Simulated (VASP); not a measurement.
Band structure of HfSc$_{3}$N$_{4}$ (ordered alloy cell). Calculation: PBEsol GGA, VASP's PBE PAW potentials (set 64) (plane waves; VASP).

Unless said otherwise, spin-orbit coupling is left out, though it shifts the bands of the heavy elements here.

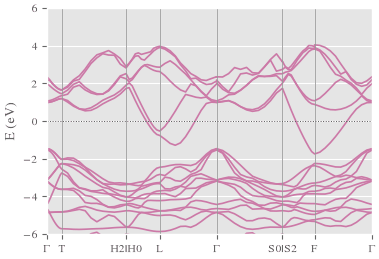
Bands along high-symmetry lines, zero at the valence-band maximum or, without a gap, the Fermi level

**Question.** Read the plot: is there a gap, and where are the band edges?

**Answer.** It has no gap at this level: it comes out as a metal or semimetal. (Edges off the drawn lines would not show.)

The structure was generated: HfSc3N4 was put into an ordered model structure (R-3m), which need not be its known phase. It was relaxed first. The electron count is odd and the run is not spin-polarised, which forces a metal.
